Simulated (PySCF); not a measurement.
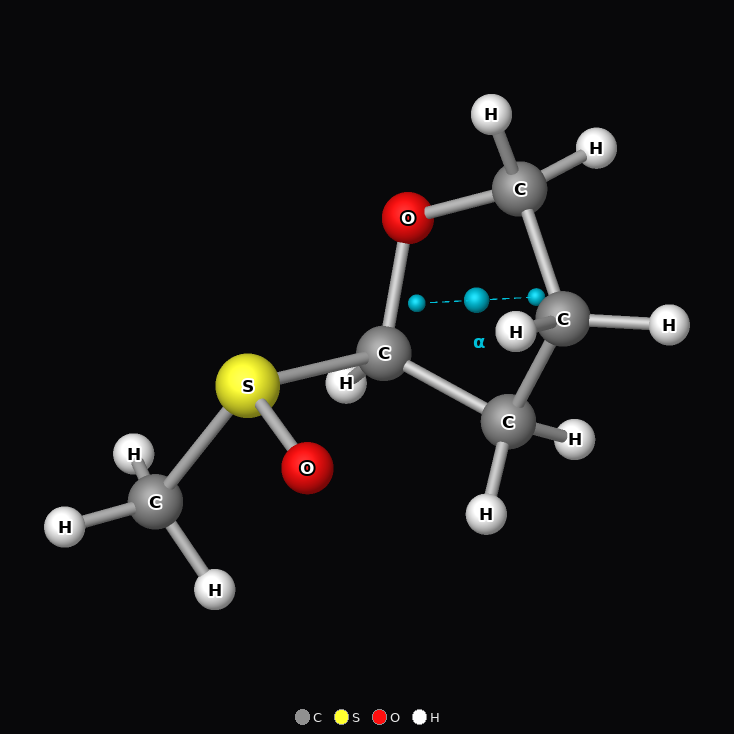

The small points mark where nucleus-independent chemical shifts (NICS) were computed: at the centre of each lettered ring and 1 Å above and below it. Geometry: an image of a reaction path computed with GFN2-xTB, not a minimum. Level of theory: GIAO PBE0/pcSseg-1 NMR shielding, non-relativistic, gas phase (PySCF 2.14.0).

Give NICS(0), NICS(1) and the out-of-plane component NICS(1)zz for each ring (means of the two sides).

```csv
ring,members,NICS(0),NICS(1),NICS(1)zz
α,C4O,−8.1,−3.6,−7.2
```

Values in ppm.
